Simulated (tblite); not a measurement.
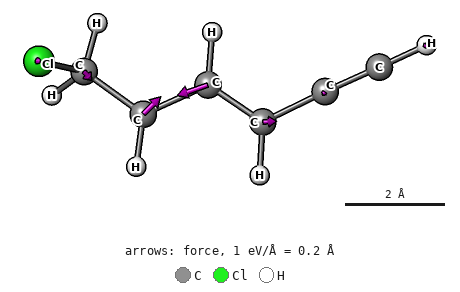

Starting geometry of C$_{6}$H$_{6}$Cl (multiplicity 2) with the computed forces as purple arrows. Style: ball-and-stick. Shown face on.

Level of theory: GFN2-xTB geometry optimisation, gas phase in tblite 0.8.0. 

**Is this structure relaxed? If not, where do the atoms go?**

It isn't relaxed: the largest force vector, on a C atom, is 3.46 eV/Å. The final displacements follow the starting forces only in part (cosine between the two patterns 0.51). The energy falls by 20.1 kJ/mol in 39 geometry steps. The atom that moves furthest after the best rigid fit is a C atom (0.067 Å). Largest moves by element: C 0.067 Å, H 0.061 Å, Cl 0.050 Å. Near-neighbour distances that change, for instance: C–C 1.448 → 1.366 Å, C–Cl 1.775 → 1.827 Å, C–C 1.356 → 1.392 Å, C–C 1.413 → 1.382 Å. Among the angles between lasting bonds that change: Cl–C–H 108.3° → 104.7°, C–C–H 109.8° → 113.0°, C–C–C 120.3° → 123.1°. The run took 0.17 s on 1 thread of Arm Neoverse V2 (shared host).
